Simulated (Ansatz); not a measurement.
# GdCo3: what the fields show

Input file:

```
crystal:
  lattice:
    - [3.8930853298, 0.0, 0.0]
    - [0.0, 3.8930853298, 0.0]
    - [0.0, 0.0, 3.8930853298]
  atoms:
    - { symbol: Gd, position: [0.0, 0.0, 0.0], spin: 7.87 }
    - { symbol: Co, position: [0.0, 0.5, 0.5], spin: -1.44 }
    - { symbol: Co, position: [0.5, 0.5, 0.0], spin: -1.44 }
    - { symbol: Co, position: [0.5, 0.0, 0.5], spin: -1.44 }
basis:
  ecutwfc: 420
  ecutrho_ratio: 4
kpoints:
  mp_grid: { grid: [8, 8, 8] }
  band_path:
    path:
      - [[0.0, 0.0, 0.0], [0.0, 0.5, 0.0], [0.5, 0.5, 0.0], [0.0, 0.0, 0.0], [0.5, 0.5, 0.5], [0.0, 0.5, 0.0]]
      - [[0.5, 0.5, 0.5], [0.5, 0.5, 0.0]]
    npoints: 14
hamiltonian:
  xc: pbe
  hubbard: { sites: [{ species: Gd, l: f, u_eff: 6.0 }] }
scf:
  occupations: { method: gaussian, width: 0.05 }
  lower_state_search: "off"
  n_extra_bands: 30
output:
  forces: true
  stress: true
  eigenvalues: true
  populations: true
  hubbard: { sites: [{ species: Gd, l: f }] }
  dos: { projected: true, de: 0.02, nscf_kmesh: { grid: [12, 12, 12] } }
  bader: true
  write_density: true
  write_potential: true
  elf: true
  volumetric_format: npy
magnetization:
  spin_polarized: true
checkpoint:
  read: start.run
  write: ck
  compress: false
  write_wavefunctions: false
  write_every: 100000
```

Run with:

```sh
ansatz run input.yaml --threads 2 --pin off --max-ram 2662MiB --backend cpu --events-out ev --progress --plain --runs-dir out
```

Below, planes, directions and counts refer to the conventional cell (a = 3.89 Å, b = 3.89 Å, c = 3.89 Å, α = 90.00°, β = 90.00°, γ = 90.00°).

Space group Pm-3m; started from the AuCu3 prototype, which need not be the ambient phase; Hubbard U of 6 eV on Gd f only; spin-polarised.

Theory: DFT PBE+U, scalar-relativistic, plane waves, PAW in Ansatz 0.2.0.

In a PAW calculation such maps are meaningful between the atoms, not at the nuclei.

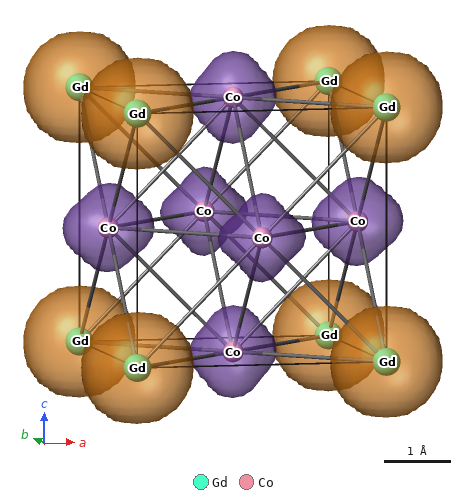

Figure 1. Isosurfaces of the spin density at +0.3 (orange) and −0.3 e/Å³ (purple), seen slightly off an axis. Sticks mark near contacts.

Describe the spin distribution.

The spin density sits on Gd: +7.2 μB in one cell of 4 atoms, with smaller moments on other sites: Co (up to −1.31 μB): parallel moments on the main sites in this solution. The cell of the calculation (4 atoms) carries 3.7 μB of net spin moment.

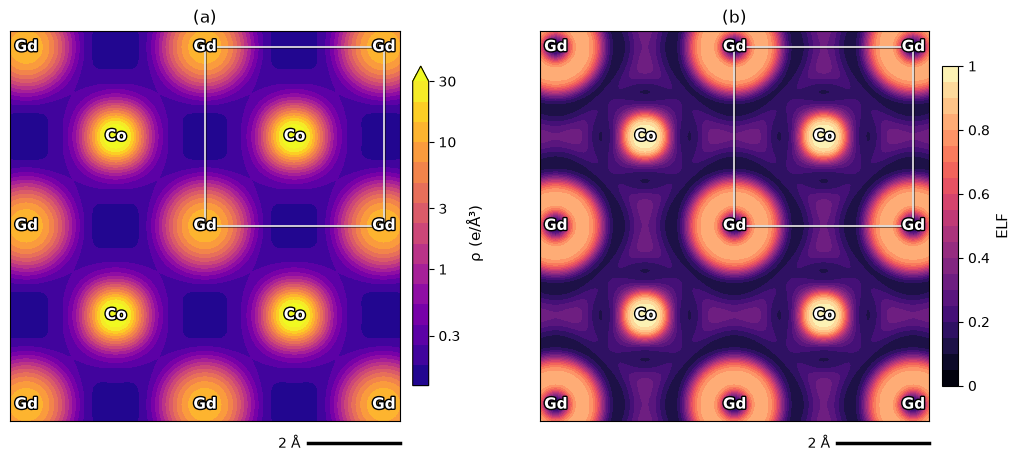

Figure 2. (a) valence pseudo-density; (b) electron localisation function on the (010) plane of the conventional cell.

Describe what can be read from this map.

The section cuts through Gd and Co sites.
Gd–Co (2.75 Å): ρ is about 0.26 e/Å³ halfway; the ELF is about 0.15 at the midpoint; no shared electron pair shows on this line.
Between the atoms the lowest density in this plane is 0.12 e/Å³.
The features right at Gd and Co lie inside the PAW spheres, where the map follows smoothed inner orbitals and isn't to be read closely.

Metal or insulator at this level of theory?

It is gapless in this calculation (a metal or semimetal).

How much charge does the calculation move between the atoms?

Electrons move from Gd towards Co. Bader charges: Gd +1.11 and Co −0.37 e.
